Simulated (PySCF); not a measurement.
**GeH4 (germane) at 6 levels**

Wanted: a comparison of 6 runs (B2PLYP/STO-6G, B3LYP/STO-6G, M06-2X/STO-6G, PBE0/STO-6G, UPBE0/STO-6G, UCCSD(T)/STO-6G) of GeH4 (germane). Input form: a Python script.

Program for the calculation: PySCF 2.14.0.

2 further runs of the same task are left out: 2 set aside as unsound or not needed.

## (1) The system as given

GeH4: 5 atoms, total charge 0, spin state singlet. SMILES: `[GeH4]`. The Ge1–H5 distance was set to 3.375 Å, away from the relaxed value. At this shape a bond of the SMILES string is far longer than usual.

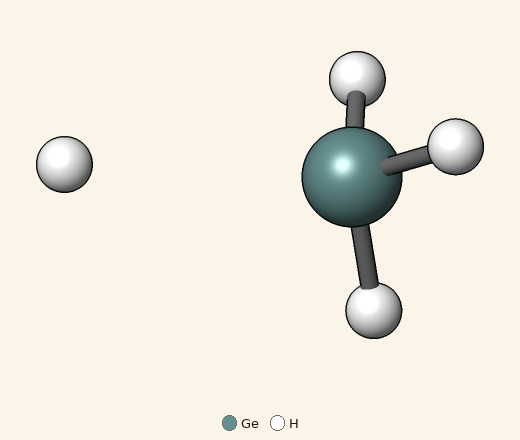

Viewed from a chosen angle; germanium teal, hydrogen white.

## (2) The energy at B2PLYP/STO-6G (run 1)

Input file geometry.xyz:

```xyz
5
GeH4
Ge    -0.503529    -1.746221     0.292914
H      0.644471    -2.502621     0.973514
H     -1.742429    -1.776321     1.197114
H     -0.832829    -2.415421    -1.047686
H      0.419800     1.455400    -0.244100
```

Input file calc.py:

```python
from pyscf import gto, dft, mp

mol = gto.M(
    atom='geometry.xyz',
    max_memory=1860,
    basis='sto-6g',
    verbose=3,
)

mf = dft.RKS(mol, xc='0.53*HF + 0.47*B88, 0.73*LYP')
mf.conv_tol = 1e-10
mf.grids.level = 5
mf.kernel()
if not mf.converged:
    mf = mf.newton().run(mf.mo_coeff, mf.mo_occ)

pt = mp.MP2(mf, frozen=9).run()
e_tot = mf.e_tot + 0.27 * pt.e_corr
print('PT2 part  %.8f' % (0.27 * pt.e_corr))
print(f'total energy: {e_tot:.8f} hartree')
```

Started as:

```
$ OMP_NUM_THREADS=1 python calc.py
```

Log:

```text
converged SCF energy = -2067.37124465681
E(RMP2) = -2067.58424695103  E_corr = -0.213002294216892
E(SCS-RMP2) = -2067.62385826253  E_corr = -0.25261360571658
PT2 part  -0.05751062
total energy: -2067.42875528 hartree
```

Run time: 4.8 s. Hardware: 1 thread of Arm Neoverse V1, shared host; peak memory 0.21 GiB.

## (3) A single-point energy at B3LYP/STO-6G (run 2)

geometry.xyz: that of step 2 with these lines changed.

```diff
@@ -1,3 +1,3 @@
 5
-GeH4
+
 Ge    -0.503529    -1.746221     0.292914
```

Input file calc.py:

```python
from pyscf import gto, dft

mol = gto.Mole()
mol.atom = 'geometry.xyz'
mol.charge = 0
mol.spin = 0
mol.max_memory = 1860
mol.verbose = 3
mol.basis = 'sto-6g'
mol.build()

ks = dft.RKS(mol)
ks.xc = 'b3lyp'
ks.grids.level = 5
ks.conv_tol = 1e-10
ks.kernel()
if not ks.converged:
    ks = ks.newton().run(ks.mo_coeff, ks.mo_occ)

e_final = ks.e_tot
print(f'total energy: {e_final:.8f} hartree')
```

Started as:

```
$ OMP_NUM_THREADS=1 python calc.py
```

Log:

```text
converged SCF energy = -2067.78393396839
total energy: -2067.78393397 hartree
```

Wall time 8.1 s (1 thread of Arm Neoverse V1, shared host); peak memory 0.21 GiB.

## (4) A single-point energy at M06-2X/STO-6G (run 3)

Input file run.py:

```python
from pyscf import gto, dft

system = gto.Mole()
system.atom = '''
Ge    -0.951532    -3.299879     0.553527
H      1.217874    -4.729268     1.839675
H     -3.292714    -3.356760     2.262218
H     -1.573819    -4.564484    -1.979840
H      0.793307     2.750307    -0.461282
'''
system.max_memory = 1860
system.spin = 0
system.charge = 0
system.verbose = 3
system.basis = 'sto-6g'
system.unit = 'bohr'
system.build()

mf = dft.RKS(system)
mf.xc = 'm06-2x'
mf.conv_tol = 1e-10
mf.grids.level = 5
mf.kernel()
if not mf.converged:
    mf = mf.newton().run(mf.mo_coeff, mf.mo_occ)

energy = mf.e_tot
print('E(%s) = %.9f' % ('M06-2X', energy))
```

Started as:

```
$ OMP_NUM_THREADS=1 python run.py
```

Log:

```text
converged SCF energy = -2067.67574298077
E(M06-2X) = -2067.675742981
```

It took 6.6 s on 1 thread of Arm Neoverse V1, shared host; peak memory 0.21 GiB.

Runs 4 to 5 aren't shown in full; the table further down has their settings and results.

## (5) The energy at UCCSD(T)/STO-6G (run 6)

Input file calc.py:

```python
from pyscf import gto, scf, cc

mol = gto.M(
    atom=[
    ('Ge', (-0.503529, -1.746221, 0.292914)),
    ('H', (0.644471, -2.502621, 0.973514)),
    ('H', (-1.742429, -1.776321, 1.197114)),
    ('H', (-0.832829, -2.415421, -1.047686)),
    ('H', (0.419800, 1.455400, -0.244100)),
],
    charge=0,
    verbose=3,
    spin=0,
    max_memory=1860,
    basis='sto-6g',
)

myscf = scf.UHF(mol)
myscf.conv_tol = 1e-10
myscf.kernel()
if not myscf.converged:
    myscf = myscf.newton().run(myscf.mo_coeff, myscf.mo_occ)
for _ in range(3):
    mo, _, stable, _ = myscf.stability(return_status=True)
    if stable:
        break
    myscf.kernel(myscf.make_rdm1(mo, myscf.mo_occ))

mycc = cc.CCSD(myscf, frozen=9)
mycc.kernel()
e_t = mycc.ccsd_t()
etot = mycc.e_tot + e_t
print('Final energy', etot)
```

Started as:

```
$ OMP_NUM_THREADS=1 python calc.py
```

Log:

```text
converged SCF energy = -2066.2821303525  <S^2> = 1.8474111e-13  2S+1 = 1
<class 'pyscf.scf.uhf.UHF'> wavefunction has an internal instability
converged SCF energy = -2066.44958377826  <S^2> = 0.99122685  2S+1 = 2.2282072
<class 'pyscf.scf.uhf.UHF'> wavefunction is stable in the internal stability analysis
E(UCCSD) = -2066.502320760105  E_corr = -0.05273698184448201
UCCSD(T) correction = -0.000603258858716396
Final energy -2066.5029240189633
```

Wall time 1.5 s (1 thread of Arm Neoverse V1, shared host); peak memory 0.12 GiB.

## (6) Overview of the runs

| run | level | frozen core orbitals | follow instability | energy (Eh) | dipole moment (D) of the reference | HOMO energy (eV) | LUMO energy (eV) | wall time |
| --- | --- | --- | --- | --- | --- | --- | --- | --- |
| 1 | B2PLYP/STO-6G | 9 | – | -2067.428755 | 1.18 | -3.89 | -0.11 | 4.8 s |
| 2 | B3LYP/STO-6G | – | – | -2067.783934 | 1.06 | -3.50 | -1.45 | 8.1 s |
| 3 | M06-2X/STO-6G | – | – | -2067.675743 | 0.84 | -4.18 | -0.42 | 6.6 s |
| 4 | PBE0/STO-6G | – | – | -2067.549023 | 0.99 | -3.50 | -1.19 | 5.4 s |
| 5 | UPBE0/STO-6G | – | yes | -2067.615694 | 0.26 | -4.03 | 0.42 | 26 s |
| 6 | UCCSD(T)/STO-6G | 9 | yes | -2066.502924 | 0.60 | -6.89 | 5.35 | 1.5 s |

## (7) What came out

| quantity | value |
| --- | --- |
| run 6: total energy | -2066.50292 Eh |
| run 6: dipole moment (Hartree–Fock density) | 0.60 D |
| run 6: HOMO energy (Hartree–Fock orbitals) | -6.89 eV |
| run 6: LUMO energy (Hartree–Fock orbitals) | 5.35 eV |
| run 6: HOMO–LUMO gap (Hartree–Fock orbitals) | 12.24 eV |
| run 6: correlation energy (9 core orbitals frozen) | -53.3 mEh |
| run 6: (T) correction | -0.60 mEh |
| run 6: ⟨S²⟩ of the reference determinant | 0.991 |
| run 6: T1 diagnostic | 0.007 |

Over runs 1, 2, 3, 4, 5 the dipole moment (its size) runs from 0.26 D (UPBE0/STO-6G) to 1.18 D (B2PLYP/STO-6G). The two dipoles point in opposite directions. A double hybrid's value is that of its SCF part. Over runs 1, 2, 3, 4, 5 the HOMO–LUMO gap runs from 2.05 eV (B3LYP/STO-6G) to 4.45 eV (UPBE0/STO-6G). Totals of different functionals can't be ranked against each other. In runs 1, 2, 3, 4, 5, 6 the basis is minimal, so the values are rough. In runs 1, 2, 3, 4 a closed-shell determinant meets a far-stretched bond, which it describes badly. Spin contamination of the reference: run 6 ⟨S²⟩ = 0.99, run 5 ⟨S²⟩ = 0.97. Where it is this large, the reference is a mixture of spin states, and values that rest on it are in doubt. All runs together took 53 s, the longest 26 s.
